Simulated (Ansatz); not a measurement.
SiGe$_{3}$

Input file:

```
crystal:
  lattice:
    - [4.0164051216, 0.0, 0.0]
    - [0.0, 4.0164051216, 0.0]
    - [0.0, 0.0, 5.6662796898]
  atoms:
    - { symbol: Si, position: [0.5, 0.5, 0.0] }
    - { symbol: Ge, position: [0.5, 0.0, 0.7564966487] }
    - { symbol: Ge, position: [0.0, 0.5, 0.2435033513] }
    - { symbol: Ge, position: [0.0, 0.0, 0.5] }
basis:
  ecutwfc: 420
kpoints:
  mp_grid: { grid: [10, 10, 6] }
hamiltonian:
  xc: pbe
scf:
  occupations: { method: gaussian, width: 0.01 }
output:
  forces: true
  stress: true
  eigenvalues: true
  write_density: true
  write_potential: true
  elf: true
  volumetric_format: npy
relax:
  adjacent_minimum: "off"
  f_tol: 0.01
  max_steps: 80
  cell: { stress_tol: 0.05 }
```

Launched as:

```sh
ansatz run input.yaml --threads 1 --pin off --max-ram 2560MiB --backend cpu --events-out ev --progress --plain --runs-dir out
```

Below, planes, directions and counts refer to the conventional cell (a = 4.01 Å, b = 4.01 Å, c = 5.68 Å, α = 90.00°, β = 90.00°, γ = 90.00°).

The fields are those of the run's last geometry, not of the input's.

Space group P-4m2; a structure generated by program, which may or may not match a known phase.

Level of theory: Ansatz 0.2.0, DFT PBE, scalar-relativistic, plane waves, PAW.

Core electrons are frozen (PAW), and the valence fields are smoothed inside the atomic spheres.

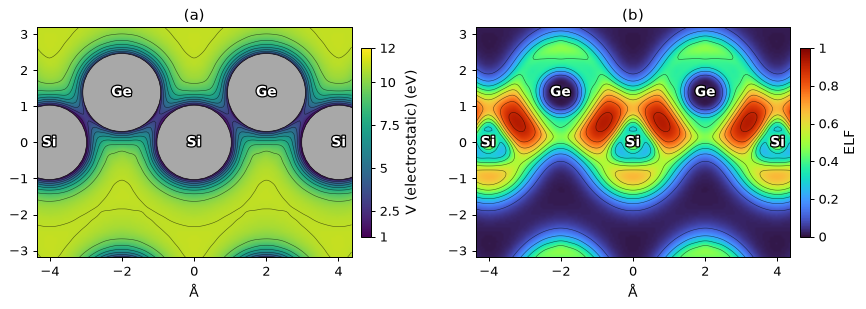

Figure 1. (a) electrostatic potential (local pseudopotential plus Hartree) felt by an electron; (b) ELF on the (010) plane of the conventional cell. Grey discs cover the atomic cores in the potential map.

Interpret the plot.

Answer. Atoms in the plane: Si and Ge. Si–Ge (2.44 Å): the ELF peaks at about 0.95 between the atoms; localised, covalent bonding. Outside the cores the potential energy rises away from the atoms and is highest about 2.5 Å from the nearest atoms; its zero is arbitrary.

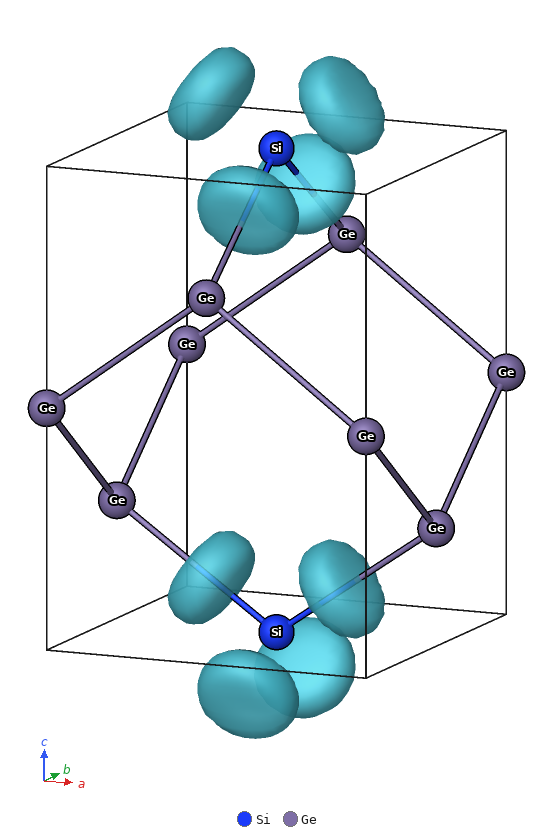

Figure 2. Isosurface of the ELF at 0.8 (cyan), seen slightly off an axis. Only the valence region is drawn (cores and ρ < 0.01 e/Å³ removed). Sticks mark near contacts.

Identify the bonds, lone pairs and shells in this picture.

Answer. The ELF exceeds this value in four regions between bonded Ge–Si atoms (shared pairs), counted in one cell of 4 atoms. Regions shared between cells count once. Along the contacts the grid gives the following. Ge–Ge (2.48 Å): the ELF peaks at about 0.80 between the atoms, as expected for a shared electron pair.
